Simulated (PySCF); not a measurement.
**C$_{6}$H$_{4}$AlF$_{3}$: density, localisation and related maps**

```xyz
14

C    -2.5426   -2.4379    1.9439
C    -1.4960   -2.0959    1.4683
C    -0.2936   -1.7679    0.9019
C     0.1761   -0.5933    0.3698
Al    1.8988   -0.5402   -0.8274
C    -0.5672    0.6268    0.2150
F    -1.7741    1.0075    0.5756
C     0.1114    1.6412   -0.4039
F    -0.1565    2.9672   -0.5190
F     1.2681    1.4336   -1.0714
H    -3.3121   -2.9270    2.4949
H     0.4561   -2.5657    0.9343
H     3.1857   -0.1754   -0.0449
H     1.6349   -0.8443   -2.3340
```

Geometry: GFN2-xTB, MD frame at 250 fs, 600 K.

Computed with PBE0/pcSseg-1, SCF density, gas phase, non-relativistic (PySCF).

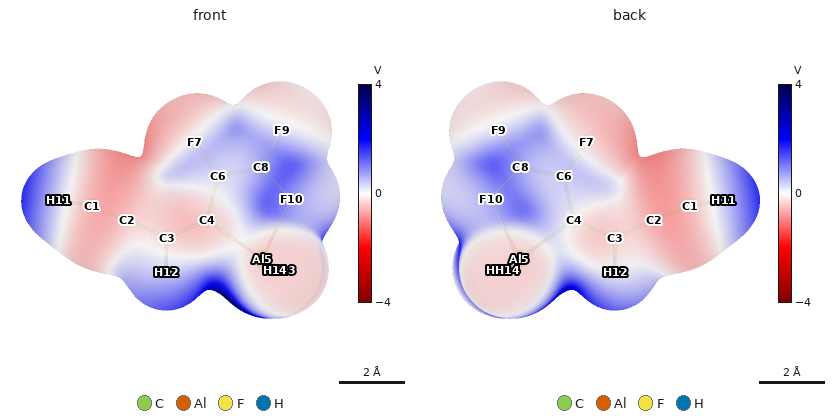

Figure 1. The electrostatic potential painted on the density surface at 0.002 e/bohr³, seen from the front and from behind; red is negative and blue positive.

**Which sites attract a positive test charge, and which a negative one?**

A positive charge is drawn to the negative regions and a negative charge to the positive ones. The most negative region (about −0.9 V) lies over C1, C2 and F7, the most positive (about +3.6 V) over Al5.

**What dipole moment does the calculation give?**

Its dipole moment is 1.35 D.

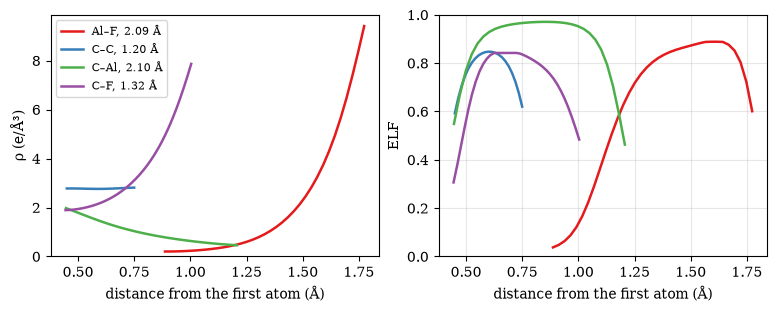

Figure 2. Total electron density and electron localisation function along straight lines between neighbouring atoms. The curves leave out the atomic cores.

**Compare the contacts.**

Al–F (2.09 Å): ρ at the midpoint is about 0.26 e/Å³; the ELF is about 0.20 at the midpoint.
C–C (1.20 Å): ρ at the midpoint is about 2.8 e/Å³; the ELF peaks at about 0.85 between the atoms; a short, multiple covalent bond.
C–Al (2.10 Å): ρ is about 0.58 e/Å³ halfway; the ELF peaks at about 1 between the atoms; a shared but strongly polarised pair.
C–F (1.32 Å): ρ is about 2.4 e/Å³ halfway; the ELF peaks at about 0.85 between the atoms; a shared but strongly polarised pair.
